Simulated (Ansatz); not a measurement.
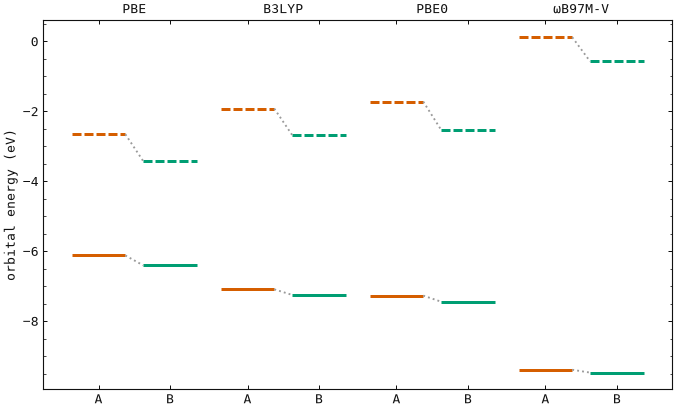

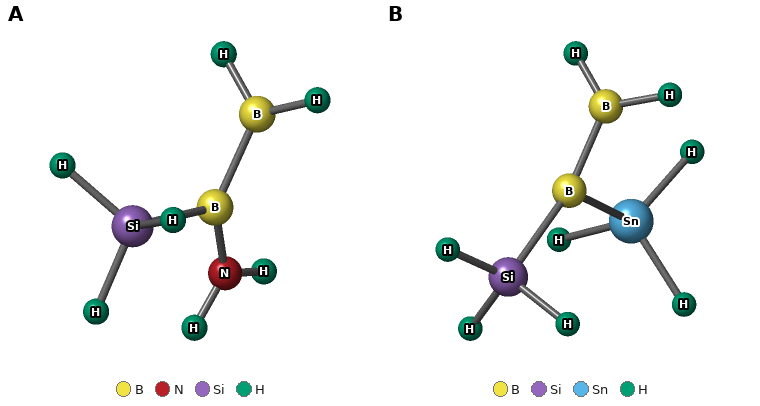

One change: A, B₂SiNH₇ (SMILES BB(N)[SiH3]), becomes B, B₂SnSiH₈ (SMILES B[B]([SiH3])[SnH3]). NH₂ on B is replaced by SnH₃. HOMO (solid) and LUMO (dashed) computed in def2-TZVPP at PBE0-D4/def2-TZVP geometries, both minima by their frequencies, gas phase, the Ansatz code. Empty levels above zero depend strongly on the basis.

What does the change do to HOMO and LUMO?

PBE: the HOMO falls by 0.28 eV, the LUMO falls by 0.77 eV, and the separation goes from 3.47 to 2.98 eV. B3LYP: the HOMO falls by 0.16 eV, the LUMO falls by 0.76 eV, and the separation goes from 5.17 to 4.57 eV. PBE0: the HOMO falls by 0.17 eV, the LUMO falls by 0.81 eV, and the separation goes from 5.55 to 4.91 eV. ωB97M-V: the HOMO falls by 0.08 eV, the LUMO falls by 0.69 eV, and the separation goes from 9.51 to 8.90 eV.

Do the functionals agree on the effect?

They agree on the direction for both levels; the HOMO shift lies between −0.28 and −0.08 eV and the LUMO shift between −0.81 and −0.69 eV, while the separations themselves differ by up to 6.0 eV between functionals.

Known limits of this run: core potentials past krypton; spin-orbit coupling is left out, and with Sn it can shift these values.
